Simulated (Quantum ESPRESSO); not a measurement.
# Al(110): a series in the number of layers, part 2 of 8

What law, if any, do the results for Al(110) follow against the number of layers?

Quantum ESPRESSO 7.5; plane-wave DFT, PBE, GBRV ultrasoft pseudopotentials.

So far. Step 2 (Variable-cell relaxation of the reference):  The last row is no step: it is a fresh SCF in the final cell with a new plane-wave basis, +0 meV from the row before. The relaxed cell has a = 4.040 Å (conventional setting).

### 3. SCF with pw.x of the reference

A bulk run at that cell gives the reference energy and levels.

ref.bulk.in reads:

```
&control
  prefix = 'ref.bulk'
  outdir = './out'
  pseudo_dir = './pseudo'
  calculation = 'scf'
  tprnfor = .true.
/
&system
  ibrav = 0
  nat = 1
  ntyp = 1
  ecutwfc = 40
  ecutrho = 200
  occupations = 'smearing'
  smearing = 'mv'
  degauss = 0.02
/
&electrons
  conv_thr = 1e-09
  mixing_beta = 0.4
  electron_maxstep = 120
/
ATOMIC_SPECIES
  Al  26.9815  al_pbe_v1.uspp.F.UPF
CELL_PARAMETERS angstrom
  0.00000000000000 2.01977479900000 2.01977479900000
  2.01977479900000 0.00000000000000 2.01977479900000
  2.01977479900000 2.01977479900000 0.00000000000000
ATOMIC_POSITIONS crystal
  Al  0.000000000000 0.000000000000 0.000000000000
K_POINTS automatic
  17 17 17 0 0 0
```

Command:

```
$ OMP_NUM_THREADS=1 mpirun -n 4 pw.x -nk 4 -in ref.bulk.in > ref.bulk.out
```

What it wrote:

```text
[banner, memory and clock lines left out]
Program PWSCF v.7.5 starts
[citation notice left out]

[...]
Message from routine setup:
[...]
bravais-lattice index     =            0
     lattice parameter (alat)  =       5.3978  a.u.
     unit-cell volume          =     111.2078 (a.u.)^3
     number of atoms/cell      =            1
     number of atomic types    =            1
     number of electrons       =         3.00
     number of Kohn-Sham states=            6
     kinetic-energy cutoff     =      40.0000  Ry
     charge density cutoff     =     200.0000  Ry
     scf convergence threshold =      1.0E-09
     mixing beta               =       0.4000
     number of iterations used =            8  plain     mixing
     Exchange-correlation= SLA  PW   PBE  PBE
                           (   1   4   3   4   0   0   0)

[...]
PseudoPot. # 1 for Al read from file:
     ./pseudo/al_pbe_v1.uspp.F.UPF
     Pseudo is Ultrasoft + core correction, Zval =  3.0
     Generated by new atomic code, or converted to UPF format
     Using radial grid of  893 points,  3 beta functions with:
                l(1) =   0
                l(2) =   1
                l(3) =   2
     Q(r) pseudized with  8 coefficients,  rinner =    0.900   0.900   0.900
                                                       0.900   0.900

     atomic species   valence    mass     pseudopotential
     Al                3.00    26.98150     Al( 1.00)

     48 Sym. Ops., with inversion, found

[...]
number of k points=   165  Marzari-Vanderbilt smearing, width (Ry)=  0.0200

     Number of k-points >= 100: set verbosity='high' to print them.

     Dense  grid:     5209 G-vectors     FFT dimensions: (  25,  25,  25)

     Smooth grid:     3839 G-vectors     FFT dimensions: (  24,  24,  24)

     Initial potential from superposition of free atoms

     starting charge       2.9975, renormalised to       3.0000
     Starting wfcs are    4 randomized atomic wfcs +    2 random wfcs

     per-process dynamical memory:     9.1 Mb

     Self-consistent Calculation

     iteration #  1     ecut=    40.00 Ry     beta= 0.40
     Davidson diagonalization with overlap
     ethr =  1.00E-02,  avg # of iterations =  5.6

     Threshold (ethr) on eigenvalues was too large:
     Diagonalizing with lowered threshold

     Davidson diagonalization with overlap
     ethr =  2.07E-04,  avg # of iterations =  2.0

     total energy              =      -6.70847423 Ry
     estimated scf accuracy    <       0.00619482 Ry

     iteration #  2     ecut=    40.00 Ry     beta= 0.40
[...]
total energy              =      -6.70783293 Ry
     estimated scf accuracy    <       0.00200291 Ry

     iteration #  3     ecut=    40.00 Ry     beta= 0.40
[...]
total energy              =      -6.70790517 Ry
     estimated scf accuracy    <       0.00000515 Ry

     iteration #  4     ecut=    40.00 Ry     beta= 0.40
[...]
c_bands:  1 eigenvalues not converged
     c_bands:  1 eigenvalues not converged
[...]
total energy              =      -6.70790602 Ry
     estimated scf accuracy    <       0.00000007 Ry

     iteration #  5     ecut=    40.00 Ry     beta= 0.40
[...]
total energy              =      -6.70790603 Ry
     estimated scf accuracy    <          2.8E-09 Ry

     iteration #  6     ecut=    40.00 Ry     beta= 0.40
[...]
End of self-consistent calculation

     Number of k-points >= 100: set verbosity='high' to print the bands.

     the Fermi energy is     7.9082 ev

!    total energy              =      -6.70790603 Ry
     estimated scf accuracy    <          5.8E-11 Ry
     smearing contrib. (-TS)   =       0.00011863 Ry
     internal energy E=F+TS    =      -6.70802466 Ry

     The total energy is F=E-TS. E is the sum of the following terms:
     one-electron contribution =       2.98313788 Ry
     hartree contribution      =       0.00840648 Ry
     xc contribution           =      -4.29405526 Ry
     ewald contribution        =      -5.40551376 Ry

     convergence has been achieved in   6 iterations

     Forces acting on atoms (cartesian axes, Ry/au):

     atom    1 type  1   force =     0.00000000    0.00000000    0.00000000

     Total force =     0.000000     Total SCF correction =     0.000000

[...]
```

Elapsed: 2.4 s, on 4 MPI ranks of Arm Neoverse V1, shared host; peak memory 0.17 GiB; 9.2 s of CPU time.

This step gave:

| Property | Result |
| --- | --- |
| free energy | -91.2657 eV |

### 4. Relaxing the ions, 4 layers

What the set-up leaves free in this member is relaxed.

System of this step: Al(110), 4 layers. The cell holds 4 atoms: 4 Al. Cell: a = 4.040 Å, b = 2.856 Å, c = 20.243 Å, α = 90.0°, β = 90.0°, γ = 90.0°. It derives from Al. Vacuum lies along c.

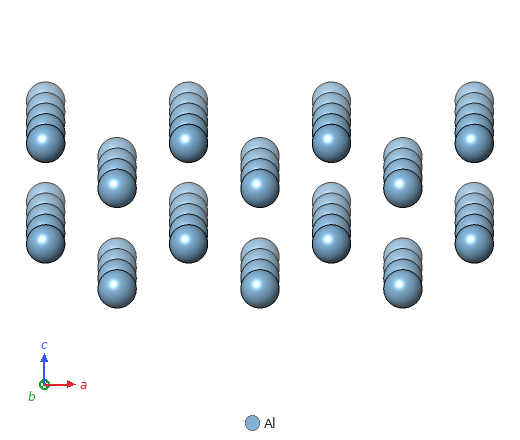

The cell of this step (aluminium light blue). 3×4×1 cells are drawn. Some periodic images of atoms are drawn too.

m0.relax.in reads:

```
&control
  prefix = 'm0.relax'
  outdir = './out'
  pseudo_dir = './pseudo'
  nstep = 40
  forc_conv_thr = 0.001
  calculation = 'relax'
/
&system
  ibrav = 0
  nat = 4
  ntyp = 1
  ecutwfc = 40
  ecutrho = 200
  occupations = 'smearing'
  smearing = 'mv'
  degauss = 0.02
/
&electrons
  conv_thr = 1e-08
  mixing_beta = 0.4
  electron_maxstep = 120
  mixing_mode = 'local-TF'
/
&ions
/
ATOMIC_SPECIES
  Al  26.9815  al_pbe_v1.uspp.F.UPF
CELL_PARAMETERS angstrom
  4.03954959800000 0.00000000000000 0.00000000000000
  0.00000000000000 2.85639291368519 0.00000000000000
  0.00000000000000 0.00000000000000 20.24330383176236
ATOMIC_POSITIONS crystal
  Al  0.500000000000 0.500000000000 0.394172675416
  Al  0.000000000000 0.000000000000 0.464724225139
  Al  0.500000000000 0.500000000000 0.535275774861
  Al  0.000000000000 0.000000000000 0.605827324584
K_POINTS automatic
  8 12 1 0 0 0
```

Command:

```
$ OMP_NUM_THREADS=1 mpirun -n 4 pw.x -nk 4 -in m0.relax.in > m0.relax.out
```

What it wrote:

```text
[banner, memory and clock lines left out]
Program PWSCF v.7.5 starts

          URL

     Message from routine setup:
     using ibrav=0 with symmetry is DISCOURAGED, use correct ibrav instead

     G-vector sticks info

     bravais-lattice index     =            0
     lattice parameter (alat)  =       7.6336  a.u.
     unit-cell volume          =    1576.2637 (a.u.)^3
     number of atoms/cell      =            4
     number of atomic types    =            1
     number of electrons       =        12.00
     number of Kohn-Sham states=           10
     kinetic-energy cutoff     =      40.0000  Ry
     charge density cutoff     =     200.0000  Ry
     scf convergence threshold =      1.0E-08
     mixing beta               =       0.4000
     number of iterations used =            8  local-TF  mixing
     energy convergence thresh.=      1.0E-04
     force convergence thresh. =      1.0E-03
     Exchange-correlation= SLA  PW   PBE  PBE
                           (   1   4   3   4   0   0   0)
     nstep                     =           40

     celldm(1)=   7.633642  celldm(2)=   0.000000  celldm(3)=   0.000000
     celldm(4)=   0.000000  celldm(5)=   0.000000  celldm(6)=   0.000000

     crystal axes: (cart. coord. in units of alat)
               a(1) = (   1.000000   0.000000   0.000000 )
               a(2) = (   0.000000   0.707107   0.000000 )
               a(3) = (   0.000000   0.000000   5.011277 )

     reciprocal axes: (cart. coord. in units 2 pi/alat)
               b(1) = (  1.000000  0.000000  0.000000 )
               b(2) = (  0.000000  1.414214  0.000000 )
               b(3) = (  0.000000  0.000000  0.199550 )

     PseudoPot. # 1 for Al read from file:
     ./pseudo/al_pbe_v1.uspp.F.UPF
     Pseudo is Ultrasoft + core correction, Zval =  3.0
     Generated by new atomic code, or converted to UPF format
     Using radial grid of  893 points,  3 beta functions with:
                l(1) =   0
                l(2) =   1
                l(3) =   2
     Q(r) pseudized with  8 coefficients,  rinner =    0.900   0.900   0.900
                                                       0.900   0.900

     atomic species   valence    mass     pseudopotential
     Al                3.00    26.98150     Al( 1.00)

      8 Sym. Ops., with inversion, found ( 4 have fractional translation)

   Cartesian axes

     site n.     atom                  positions (alat units)
         1        Al     tau(   1) = (   0.5000000   0.3535534   1.9753086  )
         2        Al     tau(   2) = (   0.0000000   0.0000000   2.3288620  )
         3        Al     tau(   3) = (   0.5000000   0.3535534   2.6824154  )
         4        Al     tau(   4) = (   0.0000000   0.0000000   3.0359688  )

     number of k points=    35  Marzari-Vanderbilt smearing, width (Ry)=  0.0200
                       cart. coord. in units 2pi/alat
        k(    1) = (   0.0000000   0.0000000   0.0000000), wk =   0.0208333
        k(    2) = (   0.0000000   0.1178511   0.0000000), wk =   0.0416667
        k(    3) = (   0.0000000   0.2357023   0.0000000), wk =   0.0416667
        k(    4) = (   0.0000000   0.3535534   0.0000000), wk =   0.0416667
        k(    5) = (   0.0000000   0.4714045   0.0000000), wk =   0.0416667
        k(    6) = (   0.0000000   0.5892557   0.0000000), wk =   0.0416667
        k(    7) = (   0.0000000  -0.7071068   0.0000000), wk =   0.0208333
        k(    8) = (   0.1250000   0.0000000   0.0000000), wk =   0.0416667
        k(    9) = (   0.1250000   0.1178511   0.0000000), wk =   0.0833333
        k(   10) = (   0.1250000   0.2357023   0.0000000), wk =   0.0833333
        k(   11) = (   0.1250000   0.3535534   0.0000000), wk =   0.0833333
        k(   12) = (   0.1250000   0.4714045   0.0000000), wk =   0.0833333
        k(   13) = (   0.1250000   0.5892557   0.0000000), wk =   0.0833333
        k(   14) = (   0.1250000  -0.7071068   0.0000000), wk =   0.0416667
        k(   15) = (   0.2500000   0.0000000   0.0000000), wk =   0.0416667
        k(   16) = (   0.2500000   0.1178511   0.0000000), wk =   0.0833333
        k(   17) = (   0.2500000   0.2357023   0.0000000), wk =   0.0833333
        k(   18) = (   0.2500000   0.3535534   0.0000000), wk =   0.0833333
        k(   19) = (   0.2500000   0.4714045   0.0000000), wk =   0.0833333
        k(   20) = (   0.2500000   0.5892557   0.0000000), wk =   0.0833333
        k(   21) = (   0.2500000  -0.7071068   0.0000000), wk =   0.0416667
        k(   22) = (   0.3750000   0.0000000   0.0000000), wk =   0.0416667
        k(   23) = (   0.3750000   0.1178511   0.0000000), wk =   0.0833333
        k(   24) = (   0.3750000   0.2357023   0.0000000), wk =   0.0833333
        k(   25) = (   0.3750000   0.3535534   0.0000000), wk =   0.0833333
        k(   26) = (   0.3750000   0.4714045   0.0000000), wk =   0.0833333
        k(   27) = (   0.3750000   0.5892557   0.0000000), wk =   0.0833333
        k(   28) = (   0.3750000  -0.7071068   0.0000000), wk =   0.0416667
        k(   29) = (  -0.5000000   0.0000000   0.0000000), wk =   0.0208333
        k(   30) = (  -0.5000000   0.1178511   0.0000000), wk =   0.0416667
        k(   31) = (  -0.5000000   0.2357023   0.0000000), wk =   0.0416667
        k(   32) = (  -0.5000000   0.3535534   0.0000000), wk =   0.0416667
        k(   33) = (  -0.5000000   0.4714045   0.0000000), wk =   0.0416667
        k(   34) = (  -0.5000000   0.5892557   0.0000000), wk =   0.0416667
        k(   35) = (  -0.5000000  -0.7071068   0.0000000), wk =   0.0208333

     Dense  grid:    75175 G-vectors     FFT dimensions: (  36,  30, 180)

     Smooth grid:    53877 G-vectors     FFT dimensions: (  32,  24, 160)

     Initial potential from superposition of free atoms

     starting charge      11.9901, renormalised to      12.0000

     negative rho (up, down):  1.938E-04 0.000E+00
     Starting wfcs are   16 randomized atomic wfcs

     per-process dynamical memory:    52.4 Mb

     Self-consistent Calculation

     iteration #  1     ecut=    40.00 Ry     beta= 0.40
     Davidson diagonalization with overlap
     ethr =  1.00E-02,  avg # of iterations =  3.1

     negative rho (up, down):  3.664E-06 0.000E+00

     total energy              =     -26.75854675 Ry
     estimated scf accuracy    <       0.23780384 Ry

     iteration #  2     ecut=    40.00 Ry     beta= 0.40
     Davidson diagonalization with overlap
     ethr =  1.98E-03,  avg # of iterations =  1.0

     negative rho (up, down):  2.366E-03 0.000E+00

     total energy              =     -26.70274911 Ry
     estimated scf accuracy    <       0.15994263 Ry

[...]
iteration #  4     ecut=    40.00 Ry     beta= 0.40
     Davidson diagonalization with overlap
     ethr =  1.73E-11,  avg # of iterations =  2.1

     negative rho (up, down):  2.099E-04 0.000E+00

     total energy              =     -26.73334201 Ry
     estimated scf accuracy    <          2.3E-09 Ry

     iteration #  5     ecut=    40.00 Ry     beta= 0.40
     Davidson diagonalization with overlap
     ethr =  1.73E-11,  avg # of iterations =  1.5

     negative rho (up, down):  2.101E-04 0.000E+00

     End of self-consistent calculation

          k = 0.0000 0.0000 0.0000 (  6817 PWs)   bands (ev):

   -10.9619  -8.5323  -5.0855  -2.8126  -1.9874  -1.2317  -0.5484   0.7191
     1.6918   3.1413

          k = 0.0000 0.1179 0.0000 (  6791 PWs)   bands (ev):

   -10.8364  -8.4078  -4.9633  -2.6961  -1.8732  -1.1128  -0.4327   0.8373
     1.7877   3.0952

          k = 0.0000 0.2357 0.0000 (  6773 PWs)   bands (ev):

   -10.4602  -8.0354  -4.5979  -2.3465  -1.5489  -0.7640  -0.0860   1.1909
     1.2331   1.9723

          k = 0.0000 0.3536 0.0000 (  6733 PWs)   bands (ev):

    -9.8354  -7.4174  -3.9941  -1.7643  -1.4574  -0.5516  -0.0648   0.4911
     1.0786   1.7773

          k = 0.0000 0.4714 0.0000 (  6707 PWs)   bands (ev):

    -8.9651  -6.5598  -3.1707  -3.1521  -0.9499  -0.7352   0.0007   0.6925
     1.2964   2.5762

          k = 0.0000 0.5893 0.0000 (  6691 PWs)   bands (ev):

    -7.8547  -5.5082  -4.8746  -2.7148  -1.8603   0.0954   0.5285   1.3750
     1.8711   2.2998

          k = 0.0000-0.7071 0.0000 (  6698 PWs)   bands (ev):

    -6.5148  -6.5148  -4.1200  -4.1200  -0.7139  -0.7139   1.3672   1.3672
     2.4249   2.4249

          k = 0.1250 0.0000 0.0000 (  6775 PWs)   bands (ev):

   -10.8214  -8.3978  -4.9741  -4.2266  -1.8341  -1.8189   0.3408   1.1970
     1.9666   2.8075

          k = 0.1250 0.1179 0.0000 (  6767 PWs)   bands (ev):

   -10.6959  -8.2735  -4.8520  -4.1073  -1.7190  -1.7018   0.4530   1.3117
     2.0824   2.9019

          k = 0.1250 0.2357 0.0000 (  6781 PWs)   bands (ev):

   -10.3201  -7.9013  -4.4867  -3.7505  -1.3863  -1.3517   0.7195   1.4284
     1.6366   2.4338

          k = 0.1250 0.3536 0.0000 (  6747 PWs)   bands (ev):

    -9.6958  -7.2839  -3.8834  -3.1647  -1.2257  -0.7777  -0.4541   1.2726
     1.4426   2.3918

          k = 0.1250 0.4714 0.0000 (  6732 PWs)   bands (ev):

    -8.8263  -6.4271  -3.0617  -3.0574  -2.2519  -0.6477   0.1054   0.1196
     2.2167   2.7728

          k = 0.1250 0.5893 0.0000 (  6691 PWs)   bands (ev):

    -7.7169  -5.3754  -4.7437  -2.6001  -1.7364  -1.2368   0.6332   1.0212
     1.5844   1.6938

          k = 0.1250-0.7071 0.0000 (  6680 PWs)   bands (ev):

    -6.3784  -6.3784  -3.9921  -3.9921  -0.6022  -0.6022   0.0381   0.0381
     2.4235   2.4235

          k = 0.2500 0.0000 0.0000 (  6765 PWs)   bands (ev):

   -10.4007  -8.0037  -5.9265  -4.7246  -3.3289  -1.7100   0.6142   1.5206
     2.7951   3.5564

          k = 0.2500 0.1179 0.0000 (  6758 PWs)   bands (ev):

   -10.2756  -7.8797  -5.8051  -4.6023  -3.2103  -1.5947   0.7315   1.6323
     2.8831   3.6759

          k = 0.2500 0.2357 0.0000 (  6749 PWs)   bands (ev):

    -9.9007  -7.5086  -5.4418  -4.2368  -2.8554  -1.2578   1.0724   1.6733
     1.9413   3.3071

          k = 0.2500 0.3536 0.0000 (  6729 PWs)   bands (ev):

    -9.2781  -6.8929  -4.8401  -3.6342  -2.2668  -0.9414  -0.2255   1.6235
     1.6549   2.7970

          k = 0.2500 0.4714 0.0000 (  6716 PWs)   bands (ev):

    -8.4109  -6.0383  -4.0191  -2.8180  -2.5618  -1.4590  -0.1778   0.2295
     1.7205   2.2520

          k = 0.2500 0.5893 0.0000 (  6704 PWs)   bands (ev):

    -7.3046  -4.9834  -4.3669  -2.8754  -2.2973  -1.4025  -0.5240   0.1408
     0.8948   1.5543

          k = 0.2500-0.7071 0.0000 (  6722 PWs)   bands (ev):

    -5.9705  -5.9705  -3.6207  -3.6207  -1.6061  -1.6061  -0.3306  -0.3306
     0.9657   0.9657

          k = 0.3750 0.0000 0.0000 (  6746 PWs)   bands (ev):

    -9.7037  -7.6644  -7.0864  -5.2301  -3.6440  -2.0641   0.1963   1.4691
     3.1068   4.4140

          k = 0.3750 0.1179 0.0000 (  6727 PWs)   bands (ev):

    -9.5791  -7.5413  -6.9632  -5.1078  -3.5246  -1.9469   0.3125   1.5811
     3.2172   4.2912

          k = 0.3750 0.2357 0.0000 (  6736 PWs)   bands (ev):

    -9.2059  -7.1728  -6.5945  -4.7423  -3.1668  -1.5984   0.6483   1.9036
     2.3196   3.4323

          k = 0.3750 0.3536 0.0000 (  6739 PWs)   bands (ev):

    -8.5860  -6.5607  -5.9838  -4.1386  -2.5740  -1.0564   0.1414   1.2813
     1.9613   2.1957

          k = 0.3750 0.4714 0.0000 (  6728 PWs)   bands (ev):

    -7.7228  -5.7083  -5.1406  -3.3108  -1.9297  -1.7637  -0.1219   0.0635
     0.6822   1.8075

          k = 0.3750 0.5893 0.0000 (  6707 PWs)   bands (ev):

    -6.6220  -4.6221  -4.1789  -3.5665  -2.3591  -1.7872  -0.9317  -0.5944
     0.6399   0.9005

          k = 0.3750-0.7071 0.0000 (  6714 PWs)   bands (ev):

    -5.2975  -5.2975  -3.3059  -3.3059  -2.7527  -2.7527  -0.7521  -0.7521
     0.6281   0.6281

          k =-0.5000 0.0000 0.0000 (  6740 PWs)   bands (ev):

    -8.7415  -8.7415  -6.3223  -6.3223  -2.9146  -2.9146   0.7299   0.7299
     3.7168   3.7168

          k =-0.5000 0.1179 0.0000 (  6748 PWs)   bands (ev):

    -8.6176  -8.6176  -6.1995  -6.1995  -2.7956  -2.7956   0.8442   0.8442
     3.8085   3.8085

          k =-0.5000 0.2357 0.0000 (  6726 PWs)   bands (ev):

    -8.2468  -8.2468  -5.8320  -5.8320  -2.4399  -2.4399   1.1749   1.1749
     3.1342   3.1342

          k =-0.5000 0.3536 0.0000 (  6746 PWs)   bands (ev):

    -7.6308  -7.6308  -5.2236  -5.2236  -1.8544  -1.8544   0.9558   0.9558
     1.7907   1.7907

          k =-0.5000 0.4714 0.0000 (  6740 PWs)   bands (ev):

    -6.7734  -6.7734  -4.3831  -4.3831  -1.2342  -1.2342  -0.7638  -0.7638
     1.3389   1.3389

          k =-0.5000 0.5893 0.0000 (  6710 PWs)   bands (ev):

    -5.6815  -5.6815  -3.3670  -3.3670  -2.7326  -2.7326  -0.3897  -0.3897
     0.1503   0.1503

          k =-0.5000-0.7071 0.0000 (  6712 PWs)   bands (ev):

    -4.5014  -4.5014  -4.2011  -4.2011  -2.3648  -2.3648  -1.4792  -1.4792
     1.1995   1.1995

     the Fermi energy is    -0.6865 ev

!    total energy              =     -26.73334202 Ry
     estimated scf accuracy    <          5.4E-11 Ry
     smearing contrib. (-TS)   =      -0.00075726 Ry
     internal energy E=F+TS    =     -26.73258475 Ry

     The total energy is F=E-TS. E is the sum of the following terms:
     one-electron contribution =    -132.05934230 Ry
     hartree contribution      =      68.24795664 Ry
     xc contribution           =     -16.88697212 Ry
     ewald contribution        =      53.96577303 Ry

     convergence has been achieved in   5 iterations

     negative rho (up, down):  2.101E-04 0.000E+00

     Forces acting on atoms (cartesian axes, Ry/au):

     atom    1 type  1   force =     0.00000000    0.00000000    0.00047736
     atom    2 type  1   force =     0.00000000    0.00000000    0.00092973
     atom    3 type  1   force =     0.00000000    0.00000000   -0.00092973
     atom    4 type  1   force =     0.00000000    0.00000000   -0.00047736

     Total force =     0.001478     Total SCF correction =     0.000009
     Energy error            =      2.7E-06 Ry
     Gradient error          =      9.3E-04 Ry/Bohr

     bfgs converged in   9 scf cycles and   8 bfgs steps
     (criteria: energy <  1.0E-04 Ry, force <  1.0E-03 Ry/Bohr)

     End of BFGS Geometry Optimization

     Final energy             =     -26.7333420157 Ry

     File ./out/m0.relax.bfgs deleted, as requested
Begin final coordinates

ATOMIC_POSITIONS (crystal)
Al               0.5000000000        0.5000000000        0.3976608144
Al               0.0000000000        0.0000000000        0.4625989403
Al               0.5000000000        0.5000000000        0.5374010597
Al               0.0000000000        0.0000000000        0.6023391856
End final coordinates

     XML data file, charge density, pseudopotentials, collected wavefunctions

                                        0.00s GPU  (    2436 calls)
```

The job ended after 1.7 min (4 MPI ranks; peak memory 0.43 GiB).

[end of part 2 of 8]

[Logs are printed without paths, hosts, clocks, repeated set-up lines and the standing remarks that a program may print on its own settings, such as how far it seeks lower states.]

[Hosts, paths, dates, database ids (printed as entryN), source tags and the programs' standing remarks are cut or masked in the printed files.]

[Maps of the electrostatic potential energy from Ansatz leave out the sawtooth potential of an applied field or a dipole correction, so their vacuum need not be flat; planar profiles and work functions include it.]
